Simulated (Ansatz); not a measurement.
System: Germanium (Fd-3m, 2 atoms a cell).

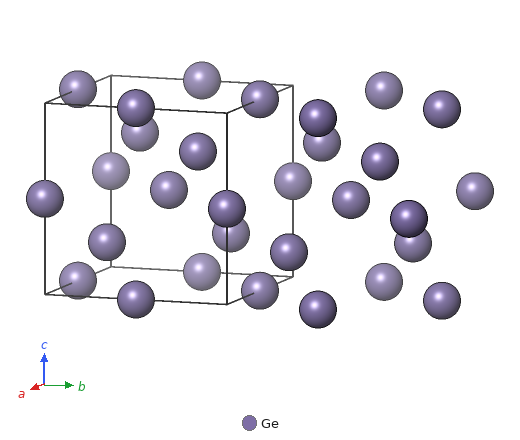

The structure (germanium purple). 1×2×1 conventional cells are drawn. Some periodic images of atoms are drawn too.

```xyz
2
Lattice="0.0000 2.8289 2.8289 2.8289 0.0000 2.8289 2.8289 2.8289 0.0000" Properties=species:S:1:pos:R:3 pbc="T T T"
Ge    0.0000    0.0000    0.0000
Ge    1.4145    1.4145    1.4145
```

The cell and positions come from the Crystallography Open Database and are kept as given unless a step says otherwise.

Gaps computed with Ansatz 0.2.0 without a self-energy: r2SCAN 0.44 eV, r2SCAN+SOC 0.35 eV, HSE06 0.87 eV and HSE06+SOC 0.77 eV.

**Question.** What gap should G0W0 on r2SCAN give (8×8×8 mesh, 406 empty bands, screening to 250 eV, hard PAW files)?

About 0.78 eV: on its mesh the run moves the gap from 0.44 eV by +0.34 eV. A band edge moves to another state on the way. Among the scalar-relativistic levels given, HSE06 is nearest (+0.09 eV). Spin-orbit coupling is not in that value; its −0.09 eV at the r2SCAN level would bring it to about 0.69 eV. Bands and cutoff are finite, so the gap is not at the basis limit. The miss can reach some tenths of an eV and take either sign; the mesh is an error of its own. The 8×8×8 mesh is coarse for this cell (its supercell is 32 Å along the shortest edge). The RPA ε∞ on it, from the r2SCAN start, is 48.53; such meshes misread the long-range screening, most where the gap is narrow. The RPA ε∞ on this mesh reaches over 25; with a narrow direct gap a coarse mesh can overstate it, and the correction is then too small. The many-body steps are scalar-relativistic: spin-orbit coupling is not in them.

[Paths, hosts, dates, memory and timing lines, banners, echoed tables and standing remarks are left out of the program output.]

[Logs are printed without paths, hosts, clocks, repeated set-up lines and the standing remarks that a program may print on its own settings, such as how far it seeks lower states.]

[Runs of the session that timed out or met a known fault of the program may be left out.]

[Cells called generated may have been cut or substituted from an entry of the Crystallography Open Database or the Materials Project.]

[Hosts, paths, dates, database ids (printed as entryN), source tags and the programs' standing remarks are cut or masked in the printed files.]
